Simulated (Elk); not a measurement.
## Bands of RbCrBr3 in the lowest magnetic state tried

Aim: the bands and densities of states of RbCrBr3 in the lowest state of several starts.

Main program and level: Elk 11.2.3 (patched build); PBE with U = 4.40 eV, J = 0.90 eV on Cr d; all-electron APW+lo, Dirac cores, scalar-relativistic bands.

### 1. The structure

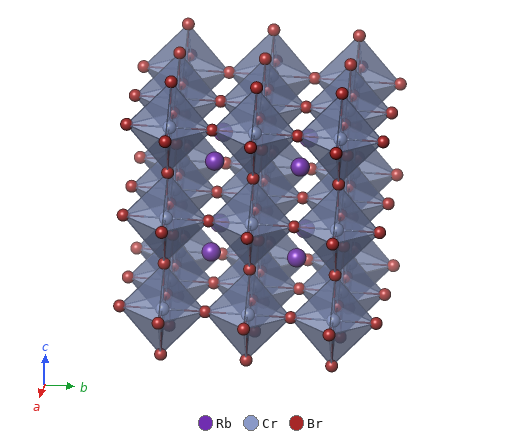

The starting structure, seen slightly off an axis (rubidium purple, chromium light blue, bromine red). 2×2×2 cells are drawn. Some periodic images of atoms are drawn too.

Coordinates:

```cif
data_structure
_symmetry_space_group_name_H-M 'P4/mmm'
_symmetry_Int_Tables_number 123
_cell_length_a 4.5650
_cell_length_b 4.5650
_cell_length_c 5.1305
_cell_angle_alpha 90.000
_cell_angle_beta 90.000
_cell_angle_gamma 90.000
_cell_volume 106.92
loop_
_atom_site_label
_atom_site_type_symbol
_atom_site_symmetry_multiplicity
_atom_site_Wyckoff_symbol
_atom_site_fract_x
_atom_site_fract_y
_atom_site_fract_z
_atom_site_occupancy
Rb1 Rb 1 d 0.50000 0.50000 0.50000 1
Cr1 Cr 1 a 0.00000 0.00000 0.00000 1
Br1 Br 1 b 0.00000 0.00000 0.50000 1
Br2 Br 2 f 0.00000 0.50000 0.00000 1
```

The cell is a made-up one and need not be a known phase.

### 2. Ground-state run

Bands and densities of states are read from a converged potential, so the magnetic state comes first.

This is the lowest of the starts that converged (ferro +).

The last three numbers of an atom's line are a seed field in its sphere. It points against the wanted moment and shrinks by the factor reducebf each loop.

elk.in reads:

```
tasks
  0

xctype
  20

rgkmax
  7.0

nempty
  12

swidth
  0.005

reducebf
  0.6

epsengy
  1e-05

maxscl
  100

lmaxi
  2

mixtype
  3

mixsdb
  8

spinpol
  .true.

sppath
  './'

avec
  8.62668290687 0.00000000000 0.00000000000
  0.00000000000 8.62668290687 0.00000000000
  0.00000000000 0.00000000000 9.69516807280

atoms
  3
  'Rb.in'
  1
  0.5000000000 0.5000000000 0.5000000000   0.000000 0.000000 0.000000
  'Cr.in'
  1
  0.0000000000 0.0000000000 0.0000000000   0.000000 0.000000 -0.225000
  'Br.in'
  3
  0.0000000000 0.0000000000 0.5000000000   0.000000 0.000000 0.000000
  0.0000000000 0.5000000000 0.0000000000   0.000000 0.000000 0.000000
  0.5000000000 0.0000000000 0.0000000000   0.000000 0.000000 0.000000

ngridk
  4 4 4

dft+u
  1 1
  2 2 0.161697 0.033074
```

The run is started by

```bash
$ OMP_NUM_THREADS=4 elk
```

Numbers of over 12 decimals in the logs are rounded to 6 here.

The log of the run:

```text
Warning(gndstate): core states of species 3 leak from the muffin-tin :   0.1550193019E-03
Warning(gndstate): forces or DFT+U at lmaxo under 8 : 6
  [figures from our tests cut]: type lmaxo 8 and lmaxapw 10

--- INFO.OUT ---
┌─────────────────────────┐
│ Elk code version 11.2.3 │
└─────────────────────────┘

All units are atomic (Hartree, Bohr, etc.)

┌─────────────────────────────────────────────────┐
│ Ground-state run starting from atomic densities │
└─────────────────────────────────────────────────┘

Lattice vectors :
   8.626682907       0.000000000       0.000000000
   0.000000000       8.626682907       0.000000000
   0.000000000       0.000000000       9.695168073

Species : 1 (Rb)
 parameters loaded from : Rb.in
 name : rubidium
 nuclear charge    :   -37.00000000
 electronic charge :    37.00000000
 atomic mass :    155798.2686
 muffin-tin radius :    2.600000000
 number of radial points in muffin-tin :   1193
 inner part over the whole radius :   0.9947532429E-02
 number on inner part of muffin-tin    :    847
 approximate nuclear radius :   0.7999050501E-04
 number of mesh points to nuclear radius :    413
 atomic positions (lattice), magnetic fields (Cartesian) :
  1 :   0.00000000  0.00000000  0.00000000    0.00000000  0.00000000  0.00000000

Species : 2 (Cr)
 parameters loaded from : Cr.in
 name : chromium
 nuclear charge    :   -24.00000000
 electronic charge :    24.00000000
 atomic mass :    94783.09202
 muffin-tin radius :    2.131670727
 number of radial points in muffin-tin :    993
 inner part over the whole radius :   0.9896835194E-02
 number on inner part of muffin-tin    :    697
 approximate nuclear radius :   0.6987106690E-04
 number of mesh points to nuclear radius :    331
 atomic positions (lattice), magnetic fields (Cartesian) :
  1 :   0.50000000  0.50000000  0.50000000    0.00000000  0.00000000 -0.22500000

Species : 3 (Br)
 parameters loaded from : Br.in
 name : bromine
 nuclear charge    :   -35.00000000
 electronic charge :    35.00000000
 atomic mass :    145656.0816
 muffin-tin radius :    2.131670727
 number of radial points in muffin-tin :    993
 inner part over the whole radius :   0.9964795902E-02
 number on inner part of muffin-tin    :    701
 approximate nuclear radius :   0.7858070945E-04
 number of mesh points to nuclear radius :    346
 atomic positions (lattice), magnetic fields (Cartesian) :
  1 :   0.50000000  0.50000000  0.00000000    0.00000000  0.00000000  0.00000000
  2 :   0.50000000  0.00000000  0.50000000    0.00000000  0.00000000  0.00000000
  3 :   0.00000000  0.50000000  0.50000000    0.00000000  0.00000000  0.00000000

Total number of atoms per unit cell :    5
Total muffin-tin volume :    235.9186057
 ratio of muffin-tin to unit cell volume :   0.3269784877

Spin treatment :
 spin-polarised
 global magnetic field (Cartesian) :    0.000000000       0.000000000       0.000000000
 collinear magnetisation in z-direction

Number of Bravais lattice symmetries :   16
Number of crystal symmetries         :   16
Crystal has inversion symmetry
Real symmetric eigensolver will be used

k-point grid :      4     4     4
k-point offset :    0.000000000       0.000000000       0.000000000
k-point set is reduced with full crystal symmetry group
Total number of k-points :       18

Muffin-tin radius times maximum |G+k| :    7.000000000
 using average radius
Maximum |G+k| for APW functions       :    3.145591574
Maximum (1/2)|G+k|²                   :    4.947373176
Maximum |G| for potential and density :    12.00000000
Constant for pseudocharge density :    8
 order of it for each species :   15  15  15
 order of it for pair densities of each species (exact exchange by exxq0 0: 15) :   13   9   9
Radial integration step length :    1

G-vector grid sizes :     35    35    40
Number of G-vectors :    21049

Maximum angular momentum used for
 APW functions            :    8
 outer part of muffin-tin :    6
 inner part of muffin-tin :    2

Number of empty states         :     60
Total number of valence states :    196
Total number of core states    :     92

Third-order local-orbitals added for an l without core states : T
Total number of local-orbitals :     91

Exchange-correlation functional :     20     0     0
 Perdew-Burke-Ernzerhof, Phys. Rev. Lett. 77, 3865 (1996)
 gradient requirement :    1
 generalised gradient approximation (GGA)

DFT+U calculation
 fully localised limit (FLL)
 see Phys. Rev. B 52, R5467 (1995)
 species : 2 (Cr), l = 2, U =   0.16169700, J =   0.03307400

Smearing type :    3
 Fermi-Dirac
Smearing width :   0.5000000000E-02
Effective electronic temperature (K) :    1578.875124

Mixing type :    3
 Broyden mixing, J. Phys. A: Math. Gen. 17, L317 (1984)

Kohn-Sham potential initialised from atomic data

┌──────────────────────────────┐
│ Self-consistent loop started │
└──────────────────────────────┘

┌─────────────────┐
│ Loop number : 1 │
└─────────────────┘

Energies :
 Fermi                       :     0.187995
 sum of occupied eigenvalues :     -6909.5203191891
 electron kinetic            :      12145.570947646
 core electron kinetic       :      11299.798897953
 Coulomb                     :     -23572.731418261
 Coulomb potential           :     -18485.061185837
 nuclear-nuclear             :     -1483.1073146136
 electron-nuclear            :     -25722.370493157
 Hartree                     :      3632.7463895105
 Madelung                    :     -14330.200825342
 xc potential                :     -569.91972077697
 xc effective B-field        :    -0.125116
 external B-field            :      0.000000
 exchange                    :     -418.57082364656
 correlation                 :     -8.122266
 DFT+U                       :     0.127083
 electron entropic           :    -0.54299934515909E-02
 total energy                :     -11853.731907494
 (external B-field energy excluded from total)

Density of states at Fermi energy :    65.16262879
 (states/Hartree/unit cell)

Estimated indirect band gap :   0.2770695287E-02
 from k-point 18 to k-point 9
Estimated direct band gap   :   0.5397349643E-02
 at k-point 3

Charges :
 core                        :    92.00000000
 valence                     :    74.00000000
 interstitial                :    10.10906430
 muffin-tins (core leakage)
  species : 1 (Rb)
   atom 1                    :    35.41187456     (  0.9330875030E-04)
  species : 2 (Cr)
   atom 1                    :    21.88613731     ( -0.2161567849E-06)
  species : 3 (Br)
   atom 1                    :    32.79646817     (  0.1532943773E-03)
   atom 2                    :    32.89822784     (  0.1545386291E-03)
   atom 3                    :    32.89822784     (  0.1545386291E-03)
 total in muffin-tins        :    155.8909357
 total calculated charge     :    165.9991735
 total charge                :    166.0000000
 error                       :   0.8264918617E-03

Moments :
 interstitial                :   0.4842595776
 muffin-tins
  species : 1 (Rb)
   atom 1                    :   0.7309534790E-02
  species : 2 (Cr)
   atom 1                    :    2.422096444
  species : 3 (Br)
   atom 1                    :   0.2896773815E-01
   atom 2                    :   0.6468049743E-01
   atom 3                    :   0.6468049743E-01
 total in muffin-tins        :    2.587734712
 total moment                :    3.071994290

[... earlier loops left out ...]

┌──────────────────┐
│ Loop number : 22 │
└──────────────────┘

Energies :
 Fermi                       :     0.287310
 sum of occupied eigenvalues :     -6887.4407277576
 electron kinetic            :      12148.998345110
 core electron kinetic       :      11298.286795054
 Coulomb                     :     -23574.397575875
 Coulomb potential           :     -18480.621995768
 nuclear-nuclear             :     -1483.1073146136
 electron-nuclear            :     -25729.991670561
 Hartree                     :      3638.7014092994
 Madelung                    :     -14334.086577991
 xc potential                :     -555.57064445672
 xc effective B-field        :    -0.246432
 external B-field            :      0.000000
 exchange                    :     -418.99349397668
 correlation                 :     -8.113157
 DFT+U                       :     0.185647
 electron entropic           :    -0.99558060479206E-03
 total energy                :     -11852.321230590
 (external B-field energy excluded from total)

Density of states at Fermi energy :    11.32441619
 (states/Hartree/unit cell)

Estimated indirect band gap :   0.1083236344E-01
 from k-point 2 to k-point 3
Estimated direct band gap   :   0.4255395698E-01
 at k-point 8

Charges :
 core                        :    92.00000000
 valence                     :    74.00000000
 interstitial                :    9.728857203
 muffin-tins (core leakage)
  species : 1 (Rb)
   atom 1                    :    35.45533687     (  0.9339431011E-04)
  species : 2 (Cr)
   atom 1                    :    22.31642721     ( -0.2161686599E-06)
  species : 3 (Br)
   atom 1                    :    32.77814892     (  0.1537389535E-03)
   atom 2                    :    32.86061490     (  0.1550193019E-03)
   atom 3                    :    32.86061490     (  0.1550193019E-03)
 total in muffin-tins        :    156.2711428
 total calculated charge     :    165.9992990
 total charge                :    166.0000000
 error                       :   0.7010188362E-03

Moments :
 interstitial                :   0.5125651365
 muffin-tins
  species : 1 (Rb)
   atom 1                    :   0.3997174169E-02
  species : 2 (Cr)
   atom 1                    :    3.418285001
  species : 3 (Br)
   atom 1                    :   0.1289589969E-01
   atom 2                    :   0.2588418989E-01
   atom 3                    :   0.2588418989E-01
 total in muffin-tins        :    3.486946455
 total moment                :    3.999511591

┌──────────────────────────────┐
│ Self-consistent loop stopped │
└──────────────────────────────┘

Warning : core states of species 3 leak from the muffin-tin :   0.1550193019E-03

Warning : forces or DFT+U at lmaxo under 8 : 6

Wrote STATE.OUT
```

Elapsed: 3.1 min, on 4 threads of Arm Neoverse V1, shared host; peak memory 0.47 GiB; 11 min of CPU time.

Spin moment in the muffin-tin sphere by atom:

```
atom  spin moment in the muffin-tin sphere (μB)
 Rb1                                       0.00
 Cr2                                       3.42
 Br3                                       0.01
 Br4                                       0.03
 Br5                                       0.03
```

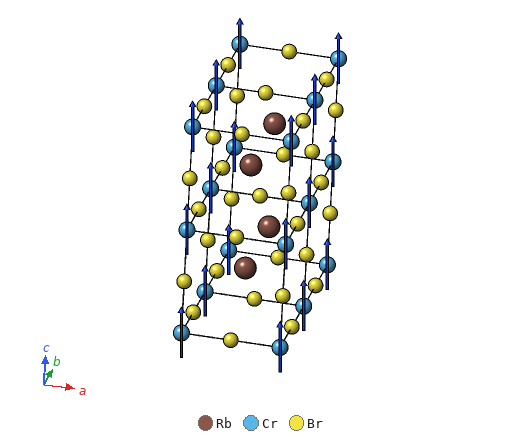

Spin moment in the muffin-tin sphere as arrows, the longest 3.42 μB. Up and down stand for the sign. Arrows give size and sign along the axis of quantisation, drawn up and down the page. 1×2×2 cells are drawn. Some periodic images of atoms are drawn too.

Read from the output:

| Item | Value |
| --- | --- |
| density of states at the Fermi level | 0.4162 states/eV/cell |
| moment between the spheres | 0.5126 μB |
| magnetization | 4.000 μB |
| final state | ferromagnetic |

### 3. Bands and density of states

The potential is kept. Point names follow a standard table for this cell's lattice and can differ from other conventions. The density of states is interpolated from the levels on the mesh (so its value at the Fermi level can differ from the smeared one of the ground-state run), and the bands are solved anew along a path of special points.

elk.in, as its differences from that of step 2:

```diff
@@ -1,3 +1,7 @@
 tasks
-  0
+  10
+  20
+  15
+  33
+  73
 
@@ -51,3 +55,3 @@
   1
-  0.0000000000 0.0000000000 0.0000000000   0.000000 0.000000 -0.225000
+  0.0000000000 0.0000000000 0.0000000000   0.000000 0.000000 -0.000225
   'Br.in'
@@ -64 +68,22 @@
   2 2 0.161697 0.033074
+
+wplot
+  300 60 1
+  -0.35000 0.25000
+
+plot1d
+  7 84
+  0.00000000 0.00000000 0.00000000
+  0.00000000 0.50000000 0.00000000
+  0.50000000 0.50000000 0.00000000
+  0.00000000 0.00000000 0.00000000
+  0.00000000 0.00000000 0.50000000
+  0.00000000 0.50000000 0.50000000
+  0.50000000 0.50000000 0.50000000
+
+plot3d
+  0 0 0
+  1 0 0
+  0 1 0
+  0 0 1
+  23 23 26
```

The run is started by

```bash
$ OMP_NUM_THREADS=4 elk
```

The log of the run:

```text
┌─────────────────────────────────┐
│ Elk code version 11.2.3 started │
└─────────────────────────────────┘

Info(readinput): the functional depends on the density's gradient
 muffin-tin radial points multiplied by    2.00000
 (not where nrmtscf is given)

┌───────────────────┐
│ Current task : 10 │
└───────────────────┘
Info(checkmt): changed muffin-tin radius of species 2 (Cr) from   2.4000 to   2.1317
Info(checkmt): changed muffin-tin radius of species 3 (Br) from   2.4000 to   2.1317

Info(findsymcrys): atomic basis shift (lattice) :
  0.5000000000      0.5000000000      0.5000000000
See GEOMETRY.OUT for new atomic positions

Info(writedos):
 Total density of states written to TDOS.OUT

 Partial density of states written to PDOS_Sss_Aaaaa.OUT
 for all species and atoms

 Spin-quantisation axis :    0.000000000       0.000000000       1.000000000

 Eigenvalues of a random matrix symmetrised with the site
 symmetries in the Yₗₘ basis written to ELMIREP.OUT for all
 species and atoms. Degenerate eigenvalues correspond to
 irreducible representations of each site symmetry group

 Interstitial density of states written to IDOS.OUT

 Fermi energy is at zero in plots

 DOS units are states/Hartree/unit cell

┌───────────────────┐
│ Current task : 20 │
└───────────────────┘

Info(bandstr):
 Band structure plot written to BAND.OUT

 Fermi energy is at zero in plot

 Vertex location lines written to BANDLINES.OUT

┌───────────────────┐
│ Current task : 15 │
└───────────────────┘

Info(writelsj):
 muffin-tin L, S and J expectation values written to LSJ.OUT

┌───────────────────┐
│ Current task : 33 │
└───────────────────┘

Info(rhoplot): 3D density plot written to RHO3D.OUT

┌───────────────────┐
│ Current task : 73 │
└───────────────────┘

Info(vecplot):
 3D magnetisation density written to MAG3D.OUT

┌──────────────────┐
│ Elk code stopped │
└──────────────────┘
```

Wall time 48 s (4 threads); peak memory 0.68 GiB.

The electronic bands at the labelled points (eV, zero at the Fermi level; # counts the bands kept):

```
point  up #11  up #12  up #13  up #14  down #10  down #11  down #12  down #13
    Γ   -2.93   -2.92   -1.99   -1.03      0.74      1.03      1.03      1.67
    X   -2.01   -1.86   -1.68    0.00      1.34      2.34      2.61      3.02
    M   -1.77   -1.77   -1.66    3.58      2.59      3.37      3.58      3.58
    Γ   -2.93   -2.92   -1.99   -1.03      0.74      1.03      1.03      1.67
    Z   -2.33   -2.33   -0.99   -0.55      0.84      1.82      2.53      2.53
    R   -2.08   -1.83   -0.77    1.86      2.33      2.61      3.02      3.58
    A   -1.73   -1.73    1.40    3.13      3.19      3.54      3.76      3.76
```

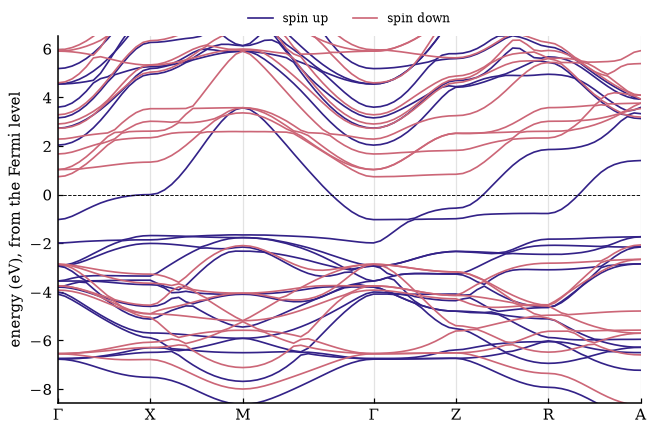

Electronic bands along the path; the two colours are the two spins.

The density of states has structure finer than the step of the table below, so its rows give means over 1 eV, whole bins alone (the curve runs from -9.52 to 6.75 eV). Peaks (eV: height): up -6.5: 5.15, -3.4: 2.86, -2.4: 4.31, 5.4: 2.75; down -6.2: 3.22, -5.9: 3.46, -3.6: 2.87, -3.2: 3.57; Rb1 p up -6.5: 0.0841, -3.8: 0.0426, -2.4: 0.0176, 5.2: 0.0352; Rb1 p down -6.2: 0.0628, -5.9: 0.0493, -5.6: 0.0724, 5.7: 0.0358; Cr2 d up -6.5: 0.823, -3.5: 0.545, -2.4: 2.50.

The density of states by energy, zero at the Fermi level; means over each step; 7 of 8 lines; values in states/eV/cell:

```
energy (eV)      up     down  Rb1 p up  Rb1 p down  Cr2 d up  Cr2 d down  Br3 p up
         -9  0.0666  0.00111    3.3e-5           0   0.00241      9.4e-6   0.00318
         -8   0.705    0.346   0.00132      4.0e-4    0.0439     0.00687    0.0354
         -7    1.40    0.742    0.0232     0.00466     0.146      0.0243    0.0917
         -6    2.55     2.41    0.0417      0.0471     0.469       0.114     0.301
         -5    1.22     1.96    0.0136      0.0313     0.258      0.0828     0.217
         -4    1.96     1.87    0.0246      0.0204     0.187      0.0317     0.516
         -3    1.94     1.64   0.00863      0.0110     0.559      0.0198     0.290
         -2    2.30   0.0387   0.00735      2.7e-5      1.37      8.8e-5    0.0744
         -1   0.573        0    2.1e-4           0     0.410           0    0.0314
          0   0.537        0    2.9e-4           0     0.342           0    0.0419
          1   0.506    0.119    3.8e-4      1.7e-5     0.299      0.0608    0.0227
          2   0.213     1.74    1.2e-4     0.00173     0.117        1.02   0.00639
          3   0.160     2.23    7.5e-4     0.00266    0.0251        1.40   0.00117
          4   0.909     1.36    0.0103     0.00800    0.0150       0.527    0.0108
          5    2.32     1.77    0.0306      0.0235    0.0544       0.123    0.0437
          6    1.86     1.98    0.0295      0.0275    0.0657       0.234    0.0461
```

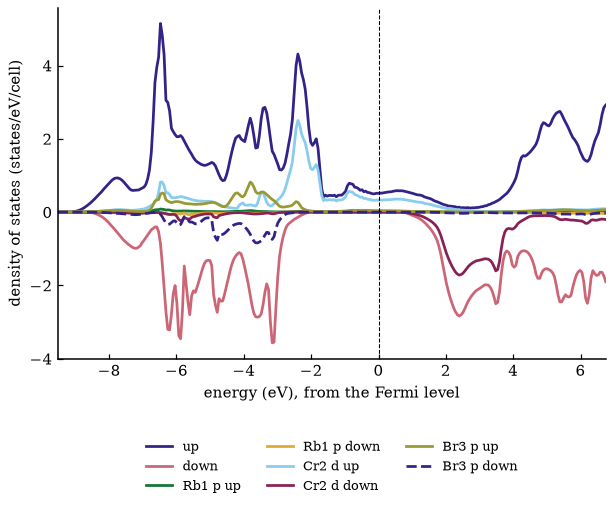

Density of states against energy. Down spins are drawn negative.

### 4. What came out

```yaml
state: ferromagnetic
largest_moment: 3.42 μB
```

In words: Right at the Fermi level (the table gives means over its steps) the density of states is 0.51 states/eV a cell for spin up and 0 for spin down: one channel has a gap there. Within the window shown, the centres of the Cr2 d states of the two spins lie 4.7 eV apart, a rough measure of the splitting of the spins, to which the U adds. The state is the lowest of the starts that converged; no opposed start was among them. These are Kohn–Sham levels without spin–orbit coupling. With a GGA and lmaxo under 10 this build's totals carry angular errors that reach some ten meV an atom in oxides, so smaller differences are in doubt.

[Logs and program files are shortened in this print: banners, set-up blocks, solver, clock and traceback lines can be left out without a mark of their own.]

[Logs are printed without paths, hosts, clocks, repeated set-up lines and the standing remarks that a program may print on its own settings, such as how far it seeks lower states.]

[Hosts, paths, dates, database ids (printed as entryN), source tags and the programs' standing remarks are cut or masked in the printed files.]

[Where a cell is said to come from a database of computed structures, the database is the Materials Project.]
